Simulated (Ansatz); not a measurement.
# C₃H₉FO₃Si: molecular dynamics (part 1 of 5)

System: C₃H₉FO₃Si.
Method: RKS PBE0-D4/STO-3G (Ansatz 0.2.0).

It belongs to a series of runs on one base structure; here: dynamics from the start.

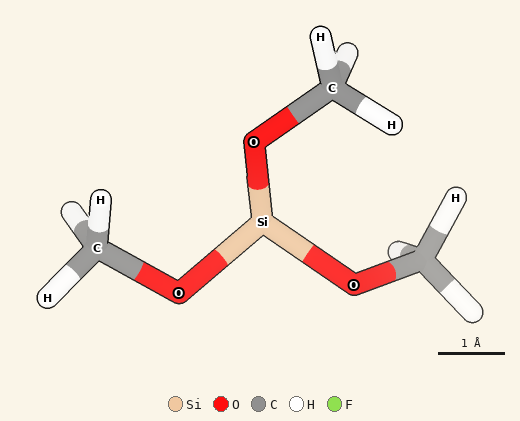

Figure 1. The starting structure (stick view, seen at a tilt). Bond lengths as drawn: C–H 1.11 Å, C–O 1.45 Å, F–Si 1.63 Å and O–Si 1.69 to 1.70 Å.

Input
```yaml
crystal:
  periodic: [false, false, false]
  atoms:
    - { symbol: Si, position_ang: [-0.063752, -0.09009, -0.249924] }
    - { symbol: O, position_ang: [0.195307, -0.558014, 1.365446] }
    - { symbol: C, position_ang: [-0.995334, -0.414878, 2.177962] }
    - { symbol: H, position_ang: [-1.853347, -1.024066, 1.821302] }
    - { symbol: H, position_ang: [-0.748816, -0.764085, 3.197464] }
    - { symbol: H, position_ang: [-1.3447, 0.635578, 2.26516] }
    - { symbol: O, position_ang: [1.461831, 0.03594, -0.974733] }
    - { symbol: C, position_ang: [2.312456, -1.089692, -0.633094] }
    - { symbol: H, position_ang: [1.959286, -2.050227, -1.064676] }
    - { symbol: H, position_ang: [3.31383, -0.887252, -1.05466] }
    - { symbol: H, position_ang: [2.428722, -1.236531, 0.460295] }
    - { symbol: O, position_ang: [-0.739833, 1.457827, -0.433661] }
    - { symbol: C, position_ang: [-2.166306, 1.426152, -0.690406] }
    - { symbol: H, position_ang: [-2.767085, 1.171817, 0.208582] }
    - { symbol: H, position_ang: [-2.468217, 2.440166, -1.010413] }
    - { symbol: H, position_ang: [-2.460905, 0.718122, -1.492523] }
    - { symbol: F, position_ang: [-1.002536, -1.197167, -0.984122] }
basis:
  gaussian: { orbitals: STO-3G }
hamiltonian:
  xc: pbe0
  dispersion: d4
md:
  timestep: 1.0
  n_steps: 120
  ensemble: nve
  temperature: 100.0
  initial_velocities: maxwell_boltzmann
  seed: 897928
```

Hardware: 1 thread of Arm Neoverse V2, 24 GiB of memory available, shared host.

Launched with:
```bash
ansatz run input.yaml --threads 1 --pin off --max-ram 2048MiB --backend cpu --events-out ev --progress --plain --runs-dir out
```

The program's output
```
Engine: ansatz 0.2.0, aarch64-unknown-linux-gnu
Functional definition: PBE0
  parameter a = 0.25
  parameter kappa = 0.804
  parameter beta = 0.06672455060314922
  exchange = (1 - a)*pbe_x(kappa = kappa, mu = beta*pi^2/3) + a*exact_x
  correlation = pbe_c(beta = beta)
803 factors; integrals over basis functions are off by at most 1.3e-5 eV
mean field evaluation 1: about -19721.9625 eV, gradient 3.5e1 eV
mean field evaluation 2: about -19722.5856 eV, gradient 3.5e1 eV
mean field evaluation 4: about -19726.1812 eV, gradient 1.1e0 eV
mean field evaluation 8: about -19726.1457 eV, gradient 3.8e-2 eV
mean field -19726.14575327 eV, -724.9224855710 hartree, gradient 3.7e-5 eV, S^2 0.000000; 0 other end points of the search recorded, 0 dependent functions left out
the calculation of the forces begins
reference -19726.14577578 eV, -724.9224863979 hartree; 37, 37 occupied and 16, 16 virtual orbitals, 803 factors
md step     0: t =     0.00 fs  T =   100.0 K  F+E_penalty+E_count = -19726.47368330 eV  E_kin = 0.193890 eV  conserved = -19726.27979330 eV  (22 SCF iters)
these checks for a lower state are left out or cut short: starts, cluster_reference, orbital_swaps, neighbouring_geometries, increment
803 factors; integrals over basis functions are off by at most 1.2e-5 eV
mean field evaluation 16: about -19726.1575 eV, gradient 2.7e-3 eV
mean field -19726.11900657 eV, -724.9215026478 hartree, gradient 8.9e-6 eV, S^2 0.000000; 0 other end points of the search recorded, 0 dependent functions left out
the calculation of the forces begins
reference -19726.11902907 eV, -724.9215034746 hartree; 37, 37 occupied and 16, 16 virtual orbitals, 803 factors
md step     1: t =     1.00 fs  T =    87.3 K  F+E_penalty+E_count = -19726.44707184 eV  E_kin = 0.169176 eV  conserved = -19726.27789569 eV  (27 SCF iters, 3 dispersion substeps)
[... from here on the SCF iterations and repeated set-up lines of each step are left out, up to the last step ...]
md step     2: t =     2.00 fs  T =    62.5 K  F+E_penalty+E_count = -19726.39563658 eV  E_kin = 0.121223 eV  conserved = -19726.27441389 eV  (27 SCF iters, 3 dispersion substeps)
md step     3: t =     3.00 fs  T =    49.3 K  F+E_penalty+E_count = -19726.36965433 eV  E_kin = 0.095543 eV  conserved = -19726.27411174 eV  (27 SCF iters, 3 dispersion substeps)
md step     4: t =     4.00 fs  T =    50.4 K  F+E_penalty+E_count = -19726.37436571 eV  E_kin = 0.097683 eV  conserved = -19726.27668257 eV  (28 SCF iters, 3 dispersion substeps)
md step     5: t =     5.00 fs  T =    49.4 K  F+E_penalty+E_count = -19726.37354313 eV  E_kin = 0.095855 eV  conserved = -19726.27768785 eV  (27 SCF iters, 3 dispersion substeps)
md step     6: t =     6.00 fs  T =    39.3 K  F+E_penalty+E_count = -19726.35199068 eV  E_kin = 0.076264 eV  conserved = -19726.27572640 eV  (27 SCF iters, 3 dispersion substeps)
md step     7: t =     7.00 fs  T =    33.0 K  F+E_penalty+E_count = -19726.33757732 eV  E_kin = 0.063914 eV  conserved = -19726.27366347 eV  (27 SCF iters, 3 dispersion substeps)
md step     8: t =     8.00 fs  T =    44.0 K  F+E_penalty+E_count = -19726.35993544 eV  E_kin = 0.085395 eV  conserved = -19726.27454031 eV  (20 SCF iters, 3 dispersion substeps)
md step     9: t =     9.00 fs  T =    66.1 K  F+E_penalty+E_count = -19726.40580715 eV  E_kin = 0.128163 eV  conserved = -19726.27764437 eV  (27 SCF iters, 3 dispersion substeps)
md step    10: t =    10.00 fs  T =    77.5 K  F+E_penalty+E_count = -19726.42960113 eV  E_kin = 0.150294 eV  conserved = -19726.27930745 eV  (28 SCF iters, 3 dispersion substeps)
md step    11: t =    11.00 fs  T =    67.1 K  F+E_penalty+E_count = -19726.40752703 eV  E_kin = 0.130153 eV  conserved = -19726.27737436 eV  (28 SCF iters, 3 dispersion substeps)
md step    12: t =    12.00 fs  T =    48.5 K  F+E_penalty+E_count = -19726.36839567 eV  E_kin = 0.094090 eV  conserved = -19726.27430607 eV  (28 SCF iters, 3 dispersion substeps)
md step    13: t =    13.00 fs  T =    42.4 K  F+E_penalty+E_count = -19726.35651267 eV  E_kin = 0.082128 eV  conserved = -19726.27438484 eV  (28 SCF iters, 3 dispersion substeps)
md step    14: t =    14.00 fs  T =    48.7 K  F+E_penalty+E_count = -19726.37136262 eV  E_kin = 0.094363 eV  conserved = -19726.27700005 eV  (26 SCF iters, 3 dispersion substeps)
md step    15: t =    15.00 fs  T =    50.6 K  F+E_penalty+E_count = -19726.37593677 eV  E_kin = 0.098100 eV  conserved = -19726.27783650 eV  (26 SCF iters, 3 dispersion substeps)
md step    16: t =    16.00 fs  T =    42.2 K  F+E_penalty+E_count = -19726.35753142 eV  E_kin = 0.081728 eV  conserved = -19726.27580366 eV  (23 SCF iters, 3 dispersion substeps)
md step    17: t =    17.00 fs  T =    36.6 K  F+E_penalty+E_count = -19726.34494648 eV  E_kin = 0.070992 eV  conserved = -19726.27395455 eV  (26 SCF iters, 3 dispersion substeps)
md step    18: t =    18.00 fs  T =    46.3 K  F+E_penalty+E_count = -19726.36479410 eV  E_kin = 0.089825 eV  conserved = -19726.27496883 eV  (20 SCF iters, 3 dispersion substeps)
md step    19: t =    19.00 fs  T =    64.1 K  F+E_penalty+E_count = -19726.40210948 eV  E_kin = 0.124370 eV  conserved = -19726.27773950 eV  (26 SCF iters, 3 dispersion substeps)
md step    20: t =    20.00 fs  T =    70.8 K  F+E_penalty+E_count = -19726.41616421 eV  E_kin = 0.137192 eV  conserved = -19726.27897264 eV  (26 SCF iters, 3 dispersion substeps)
md step    21: t =    21.00 fs  T =    57.9 K  F+E_penalty+E_count = -19726.38940533 eV  E_kin = 0.112357 eV  conserved = -19726.27704848 eV  (26 SCF iters, 3 dispersion substeps)
md step    22: t =    22.00 fs  T =    39.5 K  F+E_penalty+E_count = -19726.35077575 eV  E_kin = 0.076531 eV  conserved = -19726.27424497 eV  (26 SCF iters, 3 dispersion substeps)
md step    23: t =    23.00 fs  T =    34.3 K  F+E_penalty+E_count = -19726.34095002 eV  E_kin = 0.066600 eV  conserved = -19726.27434984 eV  (21 SCF iters, 3 dispersion substeps)
md step    24: t =    24.00 fs  T =    42.3 K  F+E_penalty+E_count = -19726.35887534 eV  E_kin = 0.082090 eV  conserved = -19726.27678534 eV  (26 SCF iters, 3 dispersion substeps)
md step    25: t =    25.00 fs  T =    47.7 K  F+E_penalty+E_count = -19726.37000122 eV  E_kin = 0.092420 eV  conserved = -19726.27758135 eV  (26 SCF iters, 3 dispersion substeps)
md step    26: t =    26.00 fs  T =    44.5 K  F+E_penalty+E_count = -19726.36208600 eV  E_kin = 0.086268 eV  conserved = -19726.27581817 eV  (27 SCF iters, 3 dispersion substeps)
md step    27: t =    27.00 fs  T =    44.0 K  F+E_penalty+E_count = -19726.35965613 eV  E_kin = 0.085257 eV  conserved = -19726.27439919 eV  (26 SCF iters, 3 dispersion substeps)
md step    28: t =    28.00 fs  T =    55.4 K  F+E_penalty+E_count = -19726.38297900 eV  E_kin = 0.107498 eV  conserved = -19726.27548084 eV  (28 SCF iters, 3 dispersion substeps)
md step    29: t =    29.00 fs  T =    71.4 K  F+E_penalty+E_count = -19726.41620077 eV  E_kin = 0.138388 eV  conserved = -19726.27781298 eV  (27 SCF iters, 3 dispersion substeps)
md step    30: t =    30.00 fs  T =    75.3 K  F+E_penalty+E_count = -19726.42480423 eV  E_kin = 0.146044 eV  conserved = -19726.27876001 eV  (28 SCF iters, 3 dispersion substeps)
md step    31: t =    31.00 fs  T =    60.9 K  F+E_penalty+E_count = -19726.39527998 eV  E_kin = 0.118165 eV  conserved = -19726.27711492 eV  (28 SCF iters, 3 dispersion substeps)
md step    32: t =    32.00 fs  T =    40.3 K  F+E_penalty+E_count = -19726.35274395 eV  E_kin = 0.078133 eV  conserved = -19726.27461105 eV  (27 SCF iters, 3 dispersion substeps)
md step    33: t =    33.00 fs  T =    30.6 K  F+E_penalty+E_count = -19726.33378658 eV  E_kin = 0.059335 eV  conserved = -19726.27445118 eV  (22 SCF iters, 3 dispersion substeps)
md step    34: t =    34.00 fs  T =    33.4 K  F+E_penalty+E_count = -19726.34123217 eV  E_kin = 0.064853 eV  conserved = -19726.27637891 eV  (23 SCF iters, 3 dispersion substeps)
md step    35: t =    35.00 fs  T =    36.6 K  F+E_penalty+E_count = -19726.34807046 eV  E_kin = 0.071036 eV  conserved = -19726.27703415 eV  (27 SCF iters, 3 dispersion substeps)
md step    36: t =    36.00 fs  T =    35.4 K  F+E_penalty+E_count = -19726.34419186 eV  E_kin = 0.068546 eV  conserved = -19726.27564636 eV  (28 SCF iters, 3 dispersion substeps)
md step    37: t =    37.00 fs  T =    38.1 K  F+E_penalty+E_count = -19726.34853223 eV  E_kin = 0.073869 eV  conserved = -19726.27466333 eV  (27 SCF iters, 3 dispersion substeps)
md step    38: t =    38.00 fs  T =    51.3 K  F+E_penalty+E_count = -19726.37513418 eV  E_kin = 0.099532 eV  conserved = -19726.27560217 eV  (28 SCF iters, 3 dispersion substeps)
md step    39: t =    39.00 fs  T =    68.5 K  F+E_penalty+E_count = -19726.41023447 eV  E_kin = 0.132786 eV  conserved = -19726.27744854 eV  (28 SCF iters, 3 dispersion substeps)
md step    40: t =    40.00 fs  T =    76.2 K  F+E_penalty+E_count = -19726.42611246 eV  E_kin = 0.147677 eV  conserved = -19726.27843557 eV  (28 SCF iters, 3 dispersion substeps)
md step    41: t =    41.00 fs  T =    67.6 K  F+E_penalty+E_count = -19726.40856082 eV  E_kin = 0.131138 eV  conserved = -19726.27742289 eV  (28 SCF iters, 3 dispersion substeps)
md step    42: t =    42.00 fs  T =    50.7 K  F+E_penalty+E_count = -19726.37355167 eV  E_kin = 0.098274 eV  conserved = -19726.27527793 eV  (28 SCF iters, 3 dispersion substeps)
md step    43: t =    43.00 fs  T =    40.0 K  F+E_penalty+E_count = -19726.35239288 eV  E_kin = 0.077648 eV  conserved = -19726.27474464 eV  (28 SCF iters, 3 dispersion substeps)
md step    44: t =    44.00 fs  T =    39.7 K  F+E_penalty+E_count = -19726.35312777 eV  E_kin = 0.076952 eV  conserved = -19726.27617614 eV  (28 SCF iters, 3 dispersion substeps)
md step    45: t =    45.00 fs  T =    40.8 K  F+E_penalty+E_count = -19726.35602986 eV  E_kin = 0.079170 eV  conserved = -19726.27685999 eV  (27 SCF iters, 3 dispersion substeps)
md step    46: t =    46.00 fs  T =    38.6 K  F+E_penalty+E_count = -19726.35074939 eV  E_kin = 0.074865 eV  conserved = -19726.27588431 eV  (28 SCF iters, 3 dispersion substeps)
md step    47: t =    47.00 fs  T =    38.8 K  F+E_penalty+E_count = -19726.35032346 eV  E_kin = 0.075289 eV  conserved = -19726.27503397 eV  (27 SCF iters, 3 dispersion substeps)
md step    48: t =    48.00 fs  T =    47.3 K  F+E_penalty+E_count = -19726.36708218 eV  E_kin = 0.091614 eV  conserved = -19726.27546844 eV  (28 SCF iters, 3 dispersion substeps)
md step    49: t =    49.00 fs  T =    60.8 K  F+E_penalty+E_count = -19726.39466118 eV  E_kin = 0.117898 eV  conserved = -19726.27676351 eV  (27 SCF iters, 3 dispersion substeps)
md step    50: t =    50.00 fs  T =    69.8 K  F+E_penalty+E_count = -19726.41329299 eV  E_kin = 0.135396 eV  conserved = -19726.27789658 eV  (27 SCF iters, 3 dispersion substeps)
md step    51: t =    51.00 fs  T =    66.6 K  F+E_penalty+E_count = -19726.40667787 eV  E_kin = 0.129168 eV  conserved = -19726.27750957 eV  (23 SCF iters, 3 dispersion substeps)
md step    52: t =    52.00 fs  T =    54.7 K  F+E_penalty+E_count = -19726.38170487 eV  E_kin = 0.106065 eV  conserved = -19726.27563964 eV  (28 SCF iters, 3 dispersion substeps)
md step    53: t =    53.00 fs  T =    46.8 K  F+E_penalty+E_count = -19726.36555057 eV  E_kin = 0.090764 eV  conserved = -19726.27478677 eV  (27 SCF iters, 3 dispersion substeps)
md step    54: t =    54.00 fs  T =    48.8 K  F+E_penalty+E_count = -19726.37062505 eV  E_kin = 0.094663 eV  conserved = -19726.27596182 eV  (28 SCF iters, 3 dispersion substeps)
md step    55: t =    55.00 fs  T =    53.5 K  F+E_penalty+E_count = -19726.38078057 eV  E_kin = 0.103814 eV  conserved = -19726.27696632 eV  (27 SCF iters, 3 dispersion substeps)
md step    56: t =    56.00 fs  T =    53.8 K  F+E_penalty+E_count = -19726.38094027 eV  E_kin = 0.104395 eV  conserved = -19726.27654556 eV  (27 SCF iters, 3 dispersion substeps)
md step    57: t =    57.00 fs  T =    51.8 K  F+E_penalty+E_count = -19726.37612323 eV  E_kin = 0.100402 eV  conserved = -19726.27572172 eV  (27 SCF iters, 3 dispersion substeps)
md step    58: t =    58.00 fs  T =    53.1 K  F+E_penalty+E_count = -19726.37841996 eV  E_kin = 0.102887 eV  conserved = -19726.27553317 eV  (28 SCF iters, 3 dispersion substeps)
md step    59: t =    59.00 fs  T =    58.9 K  F+E_penalty+E_count = -19726.39051566 eV  E_kin = 0.114145 eV  conserved = -19726.27637103 eV  (27 SCF iters, 3 dispersion substeps)
md step    60: t =    60.00 fs  T =    62.7 K  F+E_penalty+E_count = -19726.39938761 eV  E_kin = 0.121662 eV  conserved = -19726.27772595 eV  (28 SCF iters, 3 dispersion substeps)
md step    61: t =    61.00 fs  T =    55.7 K  F+E_penalty+E_count = -19726.38579630 eV  E_kin = 0.108086 eV  conserved = -19726.27771042 eV  (28 SCF iters, 3 dispersion substeps)
md step    62: t =    62.00 fs  T =    39.1 K  F+E_penalty+E_count = -19726.35143874 eV  E_kin = 0.075776 eV  conserved = -19726.27566303 eV  (28 SCF iters, 3 dispersion substeps)
md step    63: t =    63.00 fs  T =    26.8 K  F+E_penalty+E_count = -19726.32619428 eV  E_kin = 0.051981 eV  conserved = -19726.27421317 eV  (20 SCF iters, 3 dispersion substeps)
md step    64: t =    64.00 fs  T =    28.8 K  F+E_penalty+E_count = -19726.33106894 eV  E_kin = 0.055858 eV  conserved = -19726.27521080 eV  (28 SCF iters, 3 dispersion substeps)
md step    65: t =    65.00 fs  T =    39.0 K  F+E_penalty+E_count = -19726.35235774 eV  E_kin = 0.075575 eV  conserved = -19726.27678239 eV  (28 SCF iters, 3 dispersion substeps)
md step    66: t =    66.00 fs  T =    46.2 K  F+E_penalty+E_count = -19726.36664750 eV  E_kin = 0.089663 eV  conserved = -19726.27698488 eV  (27 SCF iters, 3 dispersion substeps)
md step    67: t =    67.00 fs  T =    48.3 K  F+E_penalty+E_count = -19726.36980564 eV  E_kin = 0.093707 eV  conserved = -19726.27609883 eV  (27 SCF iters, 3 dispersion substeps)
md step    68: t =    68.00 fs  T =    51.2 K  F+E_penalty+E_count = -19726.37468467 eV  E_kin = 0.099295 eV  conserved = -19726.27538984 eV  (24 SCF iters, 3 dispersion substeps)
md step    69: t =    69.00 fs  T =    59.4 K  F+E_penalty+E_count = -19726.39133719 eV  E_kin = 0.115238 eV  conserved = -19726.27609875 eV  (27 SCF iters, 3 dispersion substeps)
md step    70: t =    70.00 fs  T =    67.4 K  F+E_penalty+E_count = -19726.40858882 eV  E_kin = 0.130680 eV  conserved = -19726.27790838 eV  (28 SCF iters, 3 dispersion substeps)
md step    71: t =    71.00 fs  T =    63.1 K  F+E_penalty+E_count = -19726.40058897 eV  E_kin = 0.122301 eV  conserved = -19726.27828837 eV  (27 SCF iters, 3 dispersion substeps)
md step    72: t =    72.00 fs  T =    45.0 K  F+E_penalty+E_count = -19726.36324895 eV  E_kin = 0.087228 eV  conserved = -19726.27602103 eV  (28 SCF iters, 3 dispersion substeps)
md step    73: t =    73.00 fs  T =    28.8 K  F+E_penalty+E_count = -19726.32976318 eV  E_kin = 0.055811 eV  conserved = -19726.27395231 eV  (27 SCF iters, 3 dispersion substeps)
md step    74: t =    74.00 fs  T =    28.6 K  F+E_penalty+E_count = -19726.33012486 eV  E_kin = 0.055374 eV  conserved = -19726.27475062 eV  (22 SCF iters, 3 dispersion substeps)
md step    75: t =    75.00 fs  T =    39.6 K  F+E_penalty+E_count = -19726.35352920 eV  E_kin = 0.076758 eV  conserved = -19726.27677072 eV  (27 SCF iters, 3 dispersion substeps)
md step    76: t =    76.00 fs  T =    47.9 K  F+E_penalty+E_count = -19726.37023791 eV  E_kin = 0.092923 eV  conserved = -19726.27731457 eV  (27 SCF iters, 3 dispersion substeps)
md step    77: t =    77.00 fs  T =    49.1 K  F+E_penalty+E_count = -19726.37128334 eV  E_kin = 0.095167 eV  conserved = -19726.27611655 eV  (27 SCF iters, 3 dispersion substeps)
md step    78: t =    78.00 fs  T =    51.1 K  F+E_penalty+E_count = -19726.37394916 eV  E_kin = 0.099002 eV  conserved = -19726.27494747 eV  (27 SCF iters, 3 dispersion substeps)
md step    79: t =    79.00 fs  T =    61.4 K  F+E_penalty+E_count = -19726.39488291 eV  E_kin = 0.119120 eV  conserved = -19726.27576303 eV  (27 SCF iters, 3 dispersion substeps)
md step    80: t =    80.00 fs  T =    74.0 K  F+E_penalty+E_count = -19726.42150962 eV  E_kin = 0.143459 eV  conserved = -19726.27805098 eV  (28 SCF iters, 3 dispersion substeps)
md step    81: t =    81.00 fs  T =    73.4 K  F+E_penalty+E_count = -19726.42094987 eV  E_kin = 0.142285 eV  conserved = -19726.27866459 eV  (27 SCF iters, 3 dispersion substeps)
md step    82: t =    82.00 fs  T =    56.3 K  F+E_penalty+E_count = -19726.38537764 eV  E_kin = 0.109153 eV  conserved = -19726.27622451 eV  (28 SCF iters, 3 dispersion substeps)
md step    83: t =    83.00 fs  T =    39.5 K  F+E_penalty+E_count = -19726.35038437 eV  E_kin = 0.076514 eV  conserved = -19726.27387045 eV  (27 SCF iters, 3 dispersion substeps)
md step    84: t =    84.00 fs  T =    38.8 K  F+E_penalty+E_count = -19726.34996999 eV  E_kin = 0.075233 eV  conserved = -19726.27473680 eV  (28 SCF iters, 3 dispersion substeps)
md step    85: t =    85.00 fs  T =    49.0 K  F+E_penalty+E_count = -19726.37220502 eV  E_kin = 0.095044 eV  conserved = -19726.27716054 eV  (27 SCF iters, 3 dispersion substeps)
md step    86: t =    86.00 fs  T =    53.6 K  F+E_penalty+E_count = -19726.38166090 eV  E_kin = 0.103855 eV  conserved = -19726.27780614 eV  (23 SCF iters, 3 dispersion substeps)
```
